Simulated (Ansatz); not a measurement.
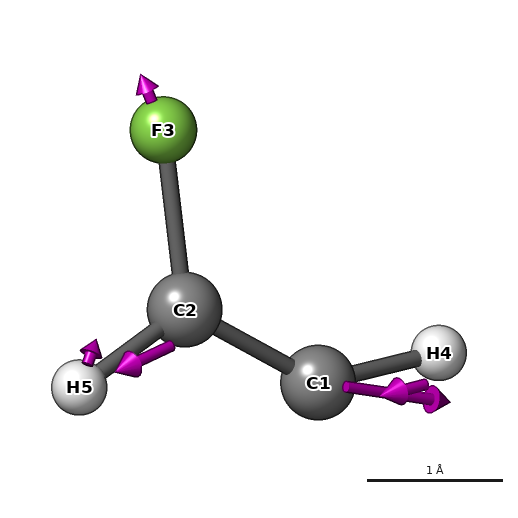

Arrows show the forces on the atoms, 0.6 Å of arrow for 1 eV/Å; forces under a tenth of the largest aren't drawn. Charge 0, doublet. Level of theory: ωB97M-V/def2-TZVPP (Ansatz 0.2.0).

### On which atom is the force largest, and how large is it?

On C1: 1.62 eV/Å.

List the force components in the frame of the picture (x right, y up, z towards the viewer), in eV/Å.

| atom | Fx | Fy | Fz |
| --- | --- | --- | --- |
| C1 | 1.30 | −0.19 | −0.94 |
| C2 | −0.70 | −0.33 | 0.57 |
| F3 | −0.15 | 0.35 | 0.05 |
| H4 | −0.57 | −0.15 | 0.41 |
| H5 | 0.11 | 0.32 | −0.10 |
